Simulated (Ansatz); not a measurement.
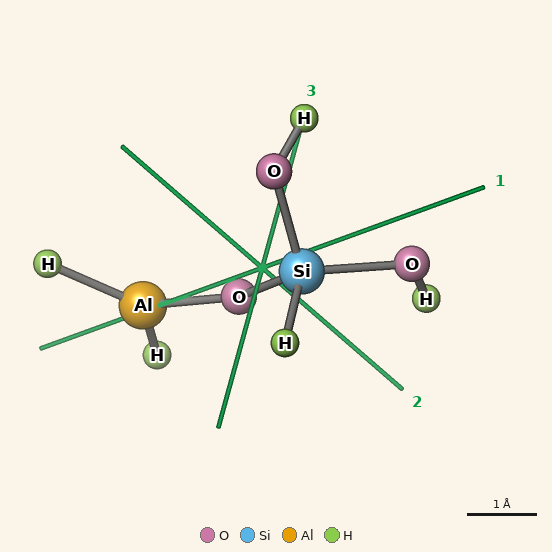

The three principal axes of inertia are drawn and numbered. Depth is shown by fading: the farther an atom, the more it takes the colour of the background. The geometry was computed by an optimisation with PBE-D4/def2-SVP. No frequency run is at hand to confirm it as a minimum. Masses are those of the most abundant isotopes; constants are for the rigid equilibrium geometry.

### Which line is the a axis (least moment of inertia), which b and which c?

a is line 1, b is line 2, c is line 3; the moments are 81.1, 307, 363 u Å².

### Classify the rotor and give the rotational constants (cm⁻¹).

An asymmetric top (C1): A = 0.208, B = 0.0549, C = 0.0464 cm⁻¹. Ray's parameter κ is −0.90, close to the prolate limit.
